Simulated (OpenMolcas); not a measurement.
# CHClFGeN (SMILES N#[C][GeH]([F])[Cl]): levels of theory compared

Aim: a comparison of 6 runs (HF/cc-pVDZ, BHLYP/cc-pVDZ, BLYP/cc-pVDZ, PBE/cc-pVDZ, TPSS/cc-pVDZ, r2SCAN/cc-pVDZ) of CHClFGeN. 

Program for the calculation: OpenMolcas 26.06.

1 further run of the same task is left out (set aside as unsound or not needed).

## 1. The molecule

The species is CHClFGeN (6 atoms), meant as a singlet with charge 0. SMILES: `N#[C][GeH]([F])[Cl]`. The shape is that of a PBE0-D4/def2-TZVP optimisation.

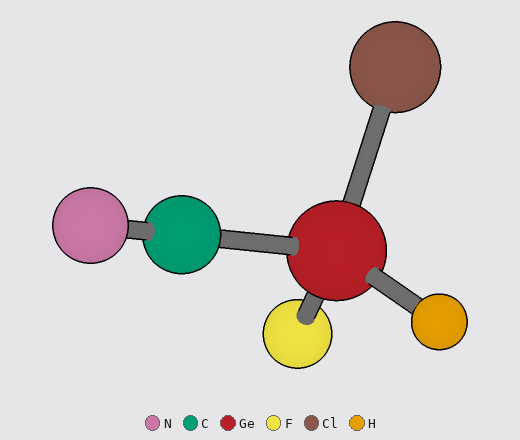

The structure, seen from a chosen angle (nitrogen pink, carbon teal, germanium red, fluorine yellow, chlorine brown, hydrogen amber).

## 2. Energy and gradient at HF/cc-pVDZ (run 1)

run.input reads:

```
&GATEWAY
 BASLIB=$CurrDir
 COORD
 6
 angstrom
 N       -1.036900      -2.307000       0.030700
 C       -0.544000      -1.267300       0.040100
 Ge       0.237100       0.477900       0.107700
 F        1.896000       0.253800      -0.276600
 Cl      -0.627600       1.648100      -1.423900
 H        0.117300       1.130400       1.475800
 BASIS=cc-pVDZ
 GROUP=NoSym

&SEWARD

&SCF
 THRESHOLDS=1e-10 1e-07 1e-07 1e-05
 PRORBITALS=1

&ALASKA
```

The basis set cc-pVDZ is read from a file made from the Basis Set Exchange's data (not shown).

Started as:

```bash
$ export MOLCAS_MEM=1860
$ pymolcas run.input > run.log
```

What it wrote:

```text
--- Start Module: gateway ---
[...]
--- Stop Module: gateway /rc=_RC_ALL_IS_WELL_ ---
[...]
      Basis functions           92
[...]
--- Start Module: scf ---
[...]
       Convergence after  15 Iterations
[...]
::    Total SCF energy                              -2727.2592892632
[...]
      Total spin, S                                     0.0000000000
[...]
      Total electronic charge=   72.000000
      Total            charge=   -0.000000
[...]
      Dipole Moment (debye):
      Origin of the operator (angstrom)=    0.0689    0.3319   -0.2885
                   X= -2.2690E-01               Y=  2.5062E+00               Z=  1.7935E+00           Total=  3.0902E+00
      Quadrupole Moment (debye*angstrom):
[...]
--- Stop Module: scf /rc=_RC_ALL_IS_WELL_ ---
[...]
--- Start Module: alaska ---
[...]
 *              Molecular gradients               *
 **************************************************
  Irreducible representation: a
 ------------------------------------------------------------------------------------------
                              X                       Y                       Z
 ------------------------------------------------------------------------------------------
  N1               -1.49745696313843E-02   -3.16994005888489E-02   -3.53433237845535E-04
  C2                1.68313409922475E-02    3.60039671836793E-02   -7.69903352004775E-06
  GE3              -1.31626881327929E-03   -3.06749771413162E-03   -6.75789712753172E-03
  F4               -2.01793798897398E-03   -3.43636634081435E-06    3.49932614553516E-04
  CL5               1.73391675155088E-03   -3.00463491756631E-03    3.27790392177718E-03
  H6               -2.56481310219825E-04    1.77100240335104E-03    3.49119286250499E-03
 ------------------------------------------------------------------------------------------
[...]
```

Wall time 9.3 s (1 thread of Intel Xeon 6975P-C (Granite Rapids), shared host); peak memory 0.51 GiB.

## 3. Energy and gradient at BHLYP/cc-pVDZ (run 2)

calc.input reads:

```
&GATEWAY
  BASLIB
  $CurrDir
  COORD
  6
  angstrom
  N       -1.036900      -2.307000       0.030700
  C       -0.544000      -1.267300       0.040100
  Ge       0.237100       0.477900       0.107700
  F        1.896000       0.253800      -0.276600
  Cl      -0.627600       1.648100      -1.423900
  H        0.117300       1.130400       1.475800
  BASIS
  cc-pVDZ
  GROUP
  NoSym

&SEWARD
  GRIDINPUT
  Grid=UltraFine
  End of Grid

&SCF
  KSDFT
  HYB_GGA_XC_BHANDHLYP
  THRESHOLDS
  1e-10 1e-07 1e-07 1e-05
  PRORBITALS
  1 1

&ALASKA
```

The basis set cc-pVDZ is read from a file made from the Basis Set Exchange's data (not shown).

Started as:

```bash
$ export MOLCAS_MEM=1860
$ pymolcas calc.input > calc.log
```

What it wrote:

```text
--- Start Module: gateway ---
[...]
--- Stop Module: gateway /rc=_RC_ALL_IS_WELL_ ---
[...]
      Basis functions           92
[...]
--- Start Module: scf ---
[...]
       Convergence after  14 Iterations
[...]
::    Total KS-DFT energy                           -2730.4326452796
[...]
      Total spin, S                                     0.0000000000
[...]
      Total electronic charge=   72.000000
      Total            charge=   -0.000000
[...]
      Dipole Moment (debye):
      Origin of the operator (angstrom)=    0.0689    0.3319   -0.2885
                   X= -1.4651E-01               Y=  2.4259E+00               Z=  1.6472E+00           Total=  2.9360E+00
      Quadrupole Moment (debye*angstrom):
[...]
--- Stop Module: scf /rc=_RC_ALL_IS_WELL_ ---
[...]
--- Start Module: alaska ---
[...]
 *              Molecular gradients               *
 **************************************************
  Irreducible representation: a
 ------------------------------------------------------------------------------------------
                              X                       Y                       Z
 ------------------------------------------------------------------------------------------
  N1               -1.69897307639211E-03   -3.59442891486594E-03   -5.07813538006552E-05
  C2                1.97794316259337E-03    4.10346239594461E-03   -2.10412110817404E-04
  GE3               4.68943842745695E-03    7.91766139011330E-04   -7.33273549977653E-03
  F4               -6.92080045411814E-03    7.39242503585480E-04    1.50128391052462E-03
  CL5               2.11493571509891E-03   -3.16084420506613E-03    3.75149102779915E-03
  H6               -1.62543774607005E-04    1.12080208150278E-03    2.34115402625079E-03
 ------------------------------------------------------------------------------------------
[...]
```

Wall time 23 s (1 thread of Intel Xeon 6975P-C (Granite Rapids), shared host); peak memory 0.51 GiB.

Runs 3 to 4 aren't shown in full; the table further down has their settings and results.

## 4. Energy and forces at TPSS/cc-pVDZ (run 5)

mol.xyz reads:

```xyz
6

N     -1.036900    -2.307000     0.030700
C     -0.544000    -1.267300     0.040100
Ge     0.237100     0.477900     0.107700
F      1.896000     0.253800    -0.276600
Cl    -0.627600     1.648100    -1.423900
H      0.117300     1.130400     1.475800
```

calc.inp reads:

```
&gateway
  baslib
  $CurrDir
  coord
  mol.xyz
  basis
  cc-pVDZ
  group
  NoSym

&seward
  gridinput
  Grid=UltraFine
  End of Grid

&scf
  ksdft
  2
  1.0 MGGA_X_TPSS
  1.0 MGGA_C_TPSS
  thresholds
  1e-10 1e-07 1e-07 1e-05
  prorbitals
  1 2

&alaska
```

The basis set cc-pVDZ is read from a file made from the Basis Set Exchange's data (not shown).

Started as:

```bash
$ export MOLCAS_MEM=1860
$ pymolcas calc.inp > calc.log
```

What it wrote:

```text
--- Start Module: gateway ---
[...]
--- Stop Module: gateway /rc=_RC_ALL_IS_WELL_ ---
[...]
      Basis functions           92
[...]
--- Start Module: scf ---
[...]
       Convergence after  17 Iterations
[...]
::    Total KS-DFT energy                           -2730.5578925670
[...]
      Total spin, S                                     0.0000000000
[...]
      Total electronic charge=   72.000000
      Total            charge=   -0.000000
[...]
      Dipole Moment (debye):
      Origin of the operator (angstrom)=    0.0689    0.3319   -0.2885
                   X=  4.8391E-02               Y=  2.2541E+00               Z=  1.4339E+00           Total=  2.6719E+00
      Quadrupole Moment (debye*angstrom):
[...]
--- Stop Module: scf /rc=_RC_ALL_IS_WELL_ ---
[...]
--- Start Module: alaska ---
[...]
 *              Molecular gradients               *
 **************************************************
  Irreducible representation: a
 ------------------------------------------------------------------------------------------
                              X                       Y                       Z
 ------------------------------------------------------------------------------------------
  N1                2.25771486826201E-02    4.80599663911541E-02    5.57448640817082E-04
  C2               -1.97020921752289E-02   -4.29716603817800E-02   -8.73633230103699E-04
  GE3               1.32014972501890E-02    1.44167519554372E-03   -1.08369410842606E-02
  F4               -2.23994592387342E-02    2.68523065260773E-03    4.77168728303212E-03
  CL5               5.72997711273260E-03   -7.68634267397417E-03    9.24528772277711E-03
  H6                5.92928368398971E-04   -1.52886918356110E-03   -2.86384933209938E-03
 ------------------------------------------------------------------------------------------
[...]
```

It took 34 s on 1 thread of Intel Xeon 6975P-C (Granite Rapids), shared host; peak memory 0.51 GiB.

## 5. Energy and gradient at r2SCAN/cc-pVDZ (run 6)

mol.input reads:

```
>>> EXPORT MOLCAS_PRINT=2
&GATEWAY
BasLib=$CurrDir
BasisSet
N.cc-pVDZ....
N1 -1.036900 -2.307000 0.030700 angstrom
End of Basis
BasisSet
C.cc-pVDZ....
C2 -0.544000 -1.267300 0.040100 angstrom
End of Basis
BasisSet
Ge.cc-pVDZ....
Ge3 0.237100 0.477900 0.107700 angstrom
End of Basis
BasisSet
F.cc-pVDZ....
F4 1.896000 0.253800 -0.276600 angstrom
End of Basis
BasisSet
Cl.cc-pVDZ....
Cl5 -0.627600 1.648100 -1.423900 angstrom
End of Basis
BasisSet
H.cc-pVDZ....
H6 0.117300 1.130400 1.475800 angstrom
End of Basis
&SEWARD
GridInput
Grid=UltraFine
End of Grid
&SCF
KSDFT=2
1.0 MGGA_X_R2SCAN
1.0 MGGA_C_R2SCAN
Thresholds=1e-10 1e-07 1e-07 1e-05
PrOrbitals=1 1
&ALASKA
```

The basis set cc-pVDZ is read from a file made from the Basis Set Exchange's data (not shown).

Started as:

```bash
$ export MOLCAS_MEM=1860
$ pymolcas mol.input > mol.log
```

What it wrote:

```text
--- Start Module: gateway ---
[...]
--- Stop Module: gateway /rc=_RC_ALL_IS_WELL_ ---
[...]
      Basis functions           92
[...]
--- Start Module: scf ---
[...]
       Convergence after  16 Iterations
[...]
::    Total KS-DFT energy                           -2730.4072687935
[...]
      Total spin, S                                     0.0000000000
[...]
      Total electronic charge=   72.000000
      Total            charge=   -0.000000
[...]
      Dipole Moment (debye):
      Origin of the operator (angstrom)=    0.0689    0.3319   -0.2885
                   X= -1.5150E-03               Y=  2.3230E+00               Z=  1.5441E+00           Total=  2.7894E+00
      Quadrupole Moment (debye*angstrom):
[...]
--- Stop Module: scf /rc=_RC_ALL_IS_WELL_ ---
[...]
--- Start Module: alaska ---
[...]
 *              Molecular gradients               *
 **************************************************
  Irreducible representation: a
 ------------------------------------------------------------------------------------------
                              X                       Y                       Z
 ------------------------------------------------------------------------------------------
  N1                1.77380524609951E-02    3.76272876209605E-02    3.99370592319592E-04
  C2               -1.66196612647065E-02   -3.60466090321577E-02   -4.29055387271449E-04
  GE3               1.02572179510054E-02    1.47634805456809E-03   -8.48914158719083E-03
  F4               -1.49950759166373E-02    1.78789632113574E-03    3.39429925428991E-03
  CL5               3.35171799079603E-03   -4.42744248600846E-03    5.49088160751410E-03
  H6                2.67748778460142E-04   -4.17480478549948E-04   -3.66354479682585E-04
 ------------------------------------------------------------------------------------------
[...]
```

Run time: 31 s. Hardware: 1 thread of Intel Xeon 6975P-C (Granite Rapids), shared host; peak memory 0.51 GiB.

## 6. The series

| run | level | integration grid | energy (Eh) | dipole moment (D) | HOMO energy (eV) | LUMO energy (eV) | wall time |
| --- | --- | --- | --- | --- | --- | --- | --- |
| 1 | HF/cc-pVDZ | – | -2727.259289 | 3.09 | -13.42 | 2.23 | 9.3 s |
| 2 | BHLYP/cc-pVDZ | UltraFine | -2730.432645 | 2.94 | -11.25 | -0.31 | 23 s |
| 3 | BLYP/cc-pVDZ | UltraFine | -2730.556941 | 2.65 | -8.17 | -2.02 | 27 s |
| 4 | PBE/cc-pVDZ | UltraFine | -2729.829616 | 2.66 | -8.37 | -2.21 | 26 s |
| 5 | TPSS/cc-pVDZ | UltraFine | -2730.557893 | 2.67 | -8.53 | -2.09 | 34 s |
| 6 | r2SCAN/cc-pVDZ | UltraFine | -2730.407269 | 2.79 | -8.84 | -2.08 | 31 s |

## 7. Outcome

| quantity | value |
| --- | --- |
| run 6: total energy | -2730.40727 Eh |
| run 6: dipole moment | 2.79 D |
| run 6: HOMO energy | -8.84 eV |
| run 6: LUMO energy | -2.08 eV |
| run 6: HOMO–LUMO gap | 6.75 eV |
| run 6: largest force on an atom | 2.139 eV/Å |

In words: The dipole moment (its size) runs from 2.65 D (BLYP/cc-pVDZ) to 3.09 D (HF/cc-pVDZ). The HOMO–LUMO gap runs from 6.15 eV (BLYP/cc-pVDZ) to 15.65 eV (HF/cc-pVDZ). Exact exchange widens orbital gaps. Totals of different functionals can't be ranked against each other. All runs together took 2.5 min, the longest 34 s.
